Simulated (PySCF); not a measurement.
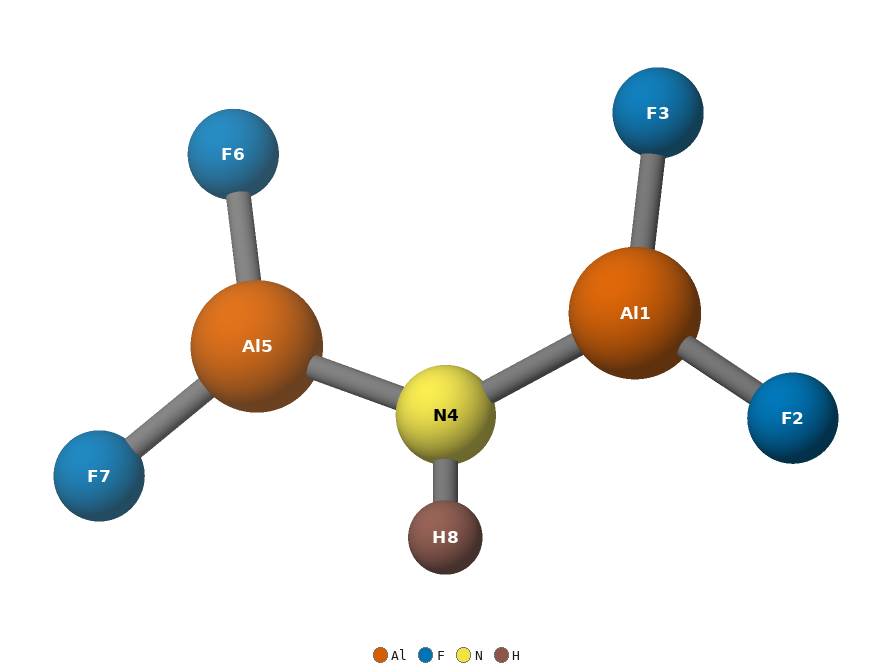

Computed geometry: PBE0-D3(BJ)/def2-SVP optimisation. No frequency run is at hand to confirm it as a minimum. Method: delta-SCF UKS SCAN, pcX-2 on the ionised atom (unc-x2c-TZVPall on a metal), pcseg-1 elsewhere, spin-free X2C (PySCF 2.14.0).

Give the core-electron binding energies (to vacuum; p and d levels without spin–orbit splitting) of Al1 1s, Al1 2p, F2 1s, N4 1s.

```tsv
atom	level	binding energy (eV)
Al1	1s	1569.1
Al1	2p	82.5
F2	1s	692.4
N4	1s	405.1
```
